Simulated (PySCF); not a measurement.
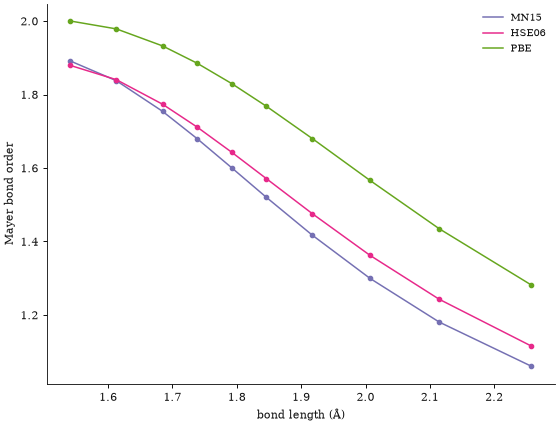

Bond curves of AlN, triplet (excess alpha electrons: σ +1, πy +1), def2-TZVPP (non-relativistic), PySCF 2.14.0: Mayer bond order. One reference determinant with the occupation held, the lowest that a PBE0 search over spins and occupations found; no spin-orbit coupling. Straight lines join the computed points. References: UKS for PBE, MN15 and HSE06. Spin contamination grows along the curve for PBE, MN15 and HSE06.

**Order the curves at 2.01 Å, where they differ most.**

MN15 1.30, HSE06 1.36, PBE 1.57 , from lowest to highest.

**Give the values at the computed points.**

```csv
bond length (Å),MN15,HSE06,PBE
1.54,1.89,1.88,2.00
1.61,1.84,1.84,1.98
1.68,1.75,1.77,1.93
1.74,1.68,1.71,1.89
1.79,1.60,1.64,1.83
1.85,1.52,1.57,1.77
1.92,1.42,1.48,1.68
2.01,1.30,1.36,1.57
2.11,1.18,1.24,1.43
2.26,1.06,1.12,1.28
```

Limits of at least one run: lowest determinant of a PBE0 search, another state may lie lower.
